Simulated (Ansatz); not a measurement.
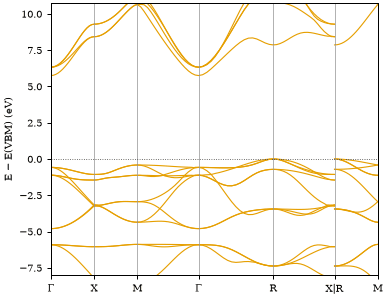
Figure: Band structure from the program Ansatz at the r²SCAN level (PAW)

Q: Read off the gap and where the band edges lie.

A: About 5.8 eV (5.75 eV by a search for the band edges); maximum at R, minimum at Γ.

The material is SiO2 in space group Pn-3m (No. 224; Si on 2a, O on 4b).

The workflow started from a Materials Project entry (that database holds measured and hypothetical structures alike); the Crystallography Open Database copy checked does not list it. It is not the phase usual at ambient conditions (space group No. 92, 152, 154). The cell was relaxed with r²SCAN under the symmetry of its start; phonons on a q-mesh show no instability.

Potentials: the earlier of the program's two PAW sets.
